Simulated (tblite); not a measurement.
# Frequency calculation, with input and output: C$_{6}$H$_{14}$O$_{2}$Si

C$_{6}$H$_{14}$O$_{2}$Si, SMILES CCC1(CC)CO[SiH2]O1, computed with GFN2-xTB harmonic vibrations, gas phase (tblite 0.8.0).

It belongs to a series of runs on one base structure; here: H on C replaced by C2H5.

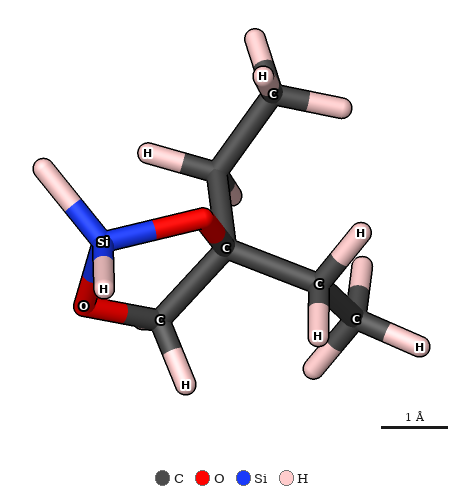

*The structure as given in the input (stick view, seen at a tilt).*

Bond lengths as drawn: C–C 1.52 to 1.55 Å, C–H 1.09 to 1.10 Å, C–O 1.40 to 1.42 Å, H–Si 1.45 Å and O–Si 1.63 to 1.64 Å.

Key numbers:

```csv
quantity,value
outcome,converged
total energy,−815.4568 eV
zero-point energy,120.6090 kcal/mol
hardware,"1 CPU thread, shared host"
wall time,3.2 s
peak memory,0.18 GiB
```

Input:
```
{"job": {"kind": "ir", "xc": "GFN2-xTB", "basis": "xTB"}, "charge": 0, "multiplicity": 1}
C     -1.976007     1.262527     0.644871
C     -0.616908     0.761705     1.117392
C      0.252184     0.148974     0.014207
C     -0.394522    -1.054094    -0.688071
C     -0.702352    -2.210483     0.255341
C      0.662685     1.201992    -1.048124
O      1.989655     0.965184    -1.417657
Si     2.766924     0.045233    -0.304106
O      1.459084    -0.278247     0.617205
H     -2.497716     1.738024     1.472356
H     -1.866500     1.991467    -0.154617
H     -2.592986     0.443972     0.284189
H     -0.747328     0.012360     1.899148
H     -0.052125     1.588742     1.554735
H      0.317024    -1.392649    -1.445136
H     -1.302810    -0.728735    -1.197278
H     -1.516596    -1.960060     0.930811
H     -0.990722    -3.090272    -0.315563
H      0.179267    -2.449937     0.844606
H      0.035870     1.136532    -1.940729
H      0.587808     2.212708    -0.631784
H      3.298127    -1.122820    -0.988553
H      3.703192     0.804862     0.506835
```

The first line tells a small driver script what to run in tblite; the rest is the geometry in Å.

Launch command:
```bash
OMP_NUM_THREADS=1 python <driver script> task.json out
```

Output:
```
mode    cm-1     km/mol
  1      69.5      0.02
  2      91.6      0.27
  3     120.3      0.51
  4     132.4      6.17
  5     194.0      0.24
  6     218.4      3.20
  7     231.0      2.95
  8     297.1      0.28
  9     328.5      1.33
 10     359.9      0.62
 11     414.5      2.58
 12     479.1      0.67
 13     482.4      7.95
 14     512.5     23.53
 15     613.7     41.20
 16     616.8    110.57
 17     682.0     72.39
 18     774.9      0.30
 19     798.4     48.80
 20     817.7    121.95
 21     825.1    169.53
 22     832.1    161.83
 23     888.9     90.70
 24     932.8     21.95
 25     977.6      7.15
 26    1007.0      7.93
 27    1021.8    108.49
 28    1063.4      6.30
 29    1088.4      1.53
 30    1101.3     12.99
 31    1111.2    145.67
 32    1143.5     47.61
 33    1169.6      5.61
 34    1192.3      2.58
 35    1229.8      9.40
 36    1257.9      8.47
 37    1269.5      6.95
 38    1316.9      3.18
 39    1333.3      3.40
 40    1344.5      1.83
 41    1407.7      2.96
 42    1413.5      1.64
 43    1472.9      1.47
 44    1485.9      0.36
 45    1493.2      2.81
 46    1499.7      5.66
 47    1505.0      1.11
 48    1509.9      1.59
 49    1513.7      1.60
 50    2322.7    426.85
 51    2360.9    151.66
 52    2911.8     53.63
 53    2957.4     30.63
 54    2969.9     36.29
 55    2971.5     37.68
 56    2987.4     32.91
 57    3000.2     16.23
 58    3031.9     43.18
 59    3035.0     47.82
 60    3039.7     23.79
 61    3040.7     47.07
 62    3047.2     12.72
 63    3048.2     34.90
```

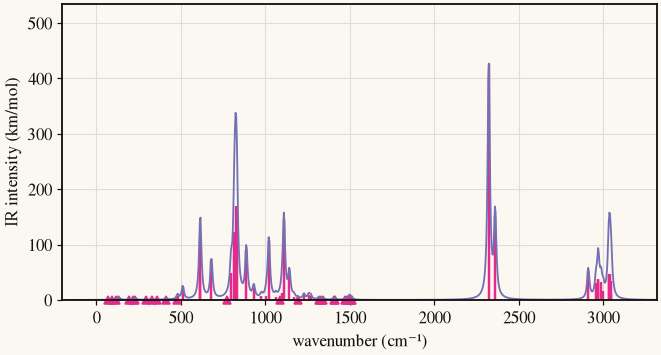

*Harmonic infrared spectrum, unscaled: sticks (degenerate modes added up, dark ones marked on the axis) with a Lorentzian envelope of 16 cm⁻¹ full width, scaled to the tallest stick.*

63 modes from 70 to 3048 cm⁻¹, none imaginary. The strongest line is at 2323 cm⁻¹ (427 km/mol).
